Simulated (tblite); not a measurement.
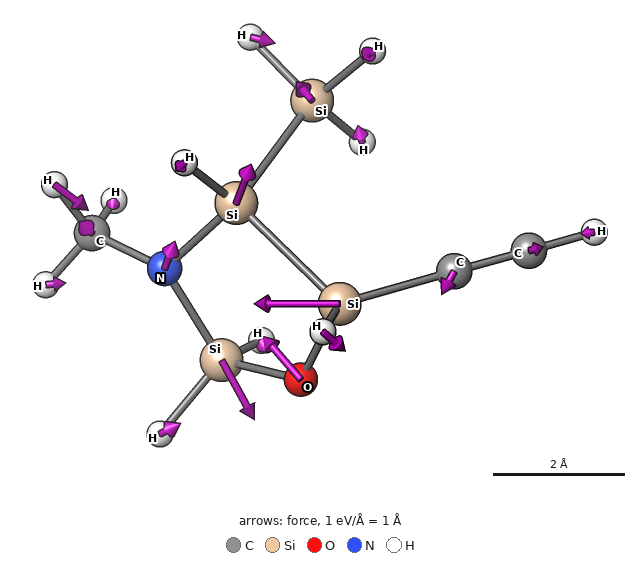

Starting geometry of C3H11NOSi4 with the computed forces as purple arrows. Style: ball-and-stick. Shown at a tilt.

Theory: GFN2-xTB geometry optimisation, gas phase (tblite 0.8.0). 

Question: What follows when this structure is relaxed?

Answer: It isn't relaxed: the largest force vector, on a Si atom, is 1.43 eV/Å. The final displacements have little in common with the starting forces (cosine between the two patterns 0.25). The energy falls by 56.0 kJ/mol in 124 geometry steps. An H atom moves most after the best rigid fit: 0.67 Å. Largest moves by element: H 0.67 Å, Si 0.45 Å, C 0.33 Å, N 0.31 Å, O 0.08 Å. Near-neighbour distances that change, for instance: O–Si 1.678 → 1.623 Å, O–Si 1.697 → 1.647 Å, Si–Si 2.344 → 2.320 Å, C–H 1.113 → 1.091 Å. Bond angles that change, for instance: Si–Si–Si 106.4° → 122.0°, Si–Si–H 112.7° → 125.7°, Si–N–Si 107.4° → 120.1°. Cost: 2.8 s on 1 thread of Arm Neoverse N1 (shared host).
